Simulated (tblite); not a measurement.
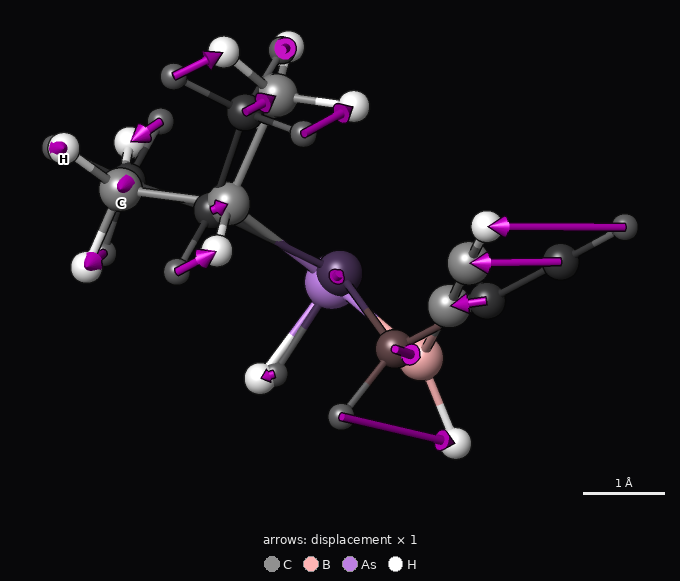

This is a relaxation of C$_{5}$H$_{10}$AsB. The starting structure is drawn faded, the final one solid; purple arrows show the displacements, at their true length. The two geometries are superimposed by the best rigid fit.

A ball-and-stick model, seen at a tilt.

These are results of GFN2-xTB geometry optimisation, gas phase (tblite), not measurements. 

Question: Which element moves most?

Answer: Hydrogen: up to 1.93 Å, against 1.22 Å for carbon.

Question: Describe the change and its energy.

Answer: After 161 geometry steps the energy has fallen by 4.93 kcal/mol. The atom that moves furthest after the best rigid fit is an H atom (1.93 Å). By element the largest moves are H 1.93 Å, C 1.22 Å, B 0.63 Å, As 0.26 Å. Among the contacts that change: As–B 2.056 → 2.002 Å, As–H 1.559 → 1.513 Å, As–C 1.999 → 2.022 Å, B–C 1.516 → 1.494 Å. Among the angles between lasting bonds that change: B–As–C 93.9° → 99.8°, C–As–H 91.7° → 95.3°, C–B–As 119.5° → 121.5°. Groups turn about As–B by about 70°. The run took 1.8 s on 1 thread of Arm Neoverse N1 (shared host).
